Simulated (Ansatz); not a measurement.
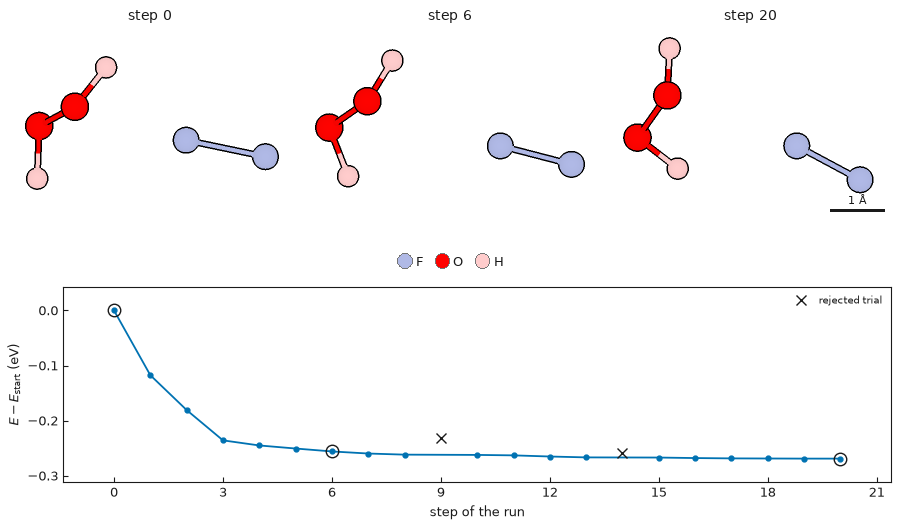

Frames of a relaxation of H2O2F2, marked on the history of the run. Style: ball-and-stick. Shown at a tilt.

Level of theory: RKS PBE0-D4/def2-TZVP (Ansatz).

Input
```yaml
crystal:
  periodic: [false, false, false]
  atoms:
    - {symbol: F, position_ang: [-0.218284, 0.078383, -2.771331]}
    - {symbol: F, position_ang: [0.182593, -0.028857, -1.308518]}
    - {symbol: O, position_ang: [-0.531918, -0.036382, 1.520734]}
    - {symbol: O, position_ang: [0.702065, 0.033587, 0.793174]}
    - {symbol: H, position_ang: [-0.757941, -0.979414, 1.365403]}
    - {symbol: H, position_ang: [0.623385, 0.932681, 0.400639]}
basis:
  gaussian: {orbitals: def2-TZVP}
hamiltonian: {xc: pbe0, dispersion: d4}
relax: {f_tol: 0.005, max_steps: 200}
```

Launched with:
```bash
ansatz run in.yaml --threads 4 --pin off --events-out ev --progress --plain --max-ram 9574MiB
```

> What happens along the run?

Over 18 accepted moves (20 points after the start) the energy falls by 0.269 eV. Largest force component: 2.2 eV/Å at the start, 0.0048 eV/Å at the end. The line search rejected the trial steps at points 9, 14 of the run. The atom that moves furthest after the best rigid fit is H5 (0.78 Å). By element the largest moves are H 0.78 Å, F 0.46 Å, O 0.31 Å. Among the contacts that change: F1–F2 1.521 → 1.384 Å, O3–H5 0.982 → 0.966 Å, O3–O4 1.434 → 1.424 Å. Groups turn about O3–O4 by about 30°. The run took 19 s on 4 threads of Arm Neoverse V2, with other jobs on the host. From step 0 to 6: F and H atoms move most (0.29 Å), energy −0.256 eV. From step 6 to 20: H5 moves most (0.57 Å), energy −0.013 eV.

```json
{"step": "0", "E − E(0), eV": "0.0000", "largest force component, eV/Å": "2.2142", "note": ""}
{"step": "1", "E − E(0), eV": "-0.1175", "largest force component, eV/Å": "1.6440", "note": ""}
{"step": "2", "E − E(0), eV": "-0.1807", "largest force component, eV/Å": "2.1439", "note": ""}
{"step": "3", "E − E(0), eV": "-0.2358", "largest force component, eV/Å": "0.7046", "note": ""}
{"step": "4", "E − E(0), eV": "-0.2450", "largest force component, eV/Å": "0.4239", "note": ""}
{"step": "5", "E − E(0), eV": "-0.2506", "largest force component, eV/Å": "0.2178", "note": ""}
{"step": "6", "E − E(0), eV": "-0.2559", "largest force component, eV/Å": "0.1536", "note": ""}
{"step": "7", "E − E(0), eV": "-0.2597", "largest force component, eV/Å": "0.1355", "note": ""}
{"step": "8", "E − E(0), eV": "-0.2617", "largest force component, eV/Å": "0.0696", "note": ""}
{"step": "9", "E − E(0), eV": "-0.2314", "largest force component, eV/Å": "1.3266", "note": "rejected"}
{"step": "10", "E − E(0), eV": "-0.2622", "largest force component, eV/Å": "0.0602", "note": ""}
{"step": "11", "E − E(0), eV": "-0.2630", "largest force component, eV/Å": "0.2780", "note": ""}
{"step": "12", "E − E(0), eV": "-0.2651", "largest force component, eV/Å": "0.0885", "note": ""}
{"step": "13", "E − E(0), eV": "-0.2667", "largest force component, eV/Å": "0.0139", "note": ""}
{"step": "14", "E − E(0), eV": "-0.2590", "largest force component, eV/Å": "0.5717", "note": "rejected"}
{"step": "15", "E − E(0), eV": "-0.2670", "largest force component, eV/Å": "0.0173", "note": ""}
{"step": "16", "E − E(0), eV": "-0.2679", "largest force component, eV/Å": "0.1366", "note": ""}
{"step": "17", "E − E(0), eV": "-0.2685", "largest force component, eV/Å": "0.0419", "note": ""}
{"step": "18", "E − E(0), eV": "-0.2687", "largest force component, eV/Å": "0.0350", "note": ""}
{"step": "19", "E − E(0), eV": "-0.2689", "largest force component, eV/Å": "0.0186", "note": ""}
{"step": "20", "E − E(0), eV": "-0.2689", "largest force component, eV/Å": "0.0048", "note": ""}
```
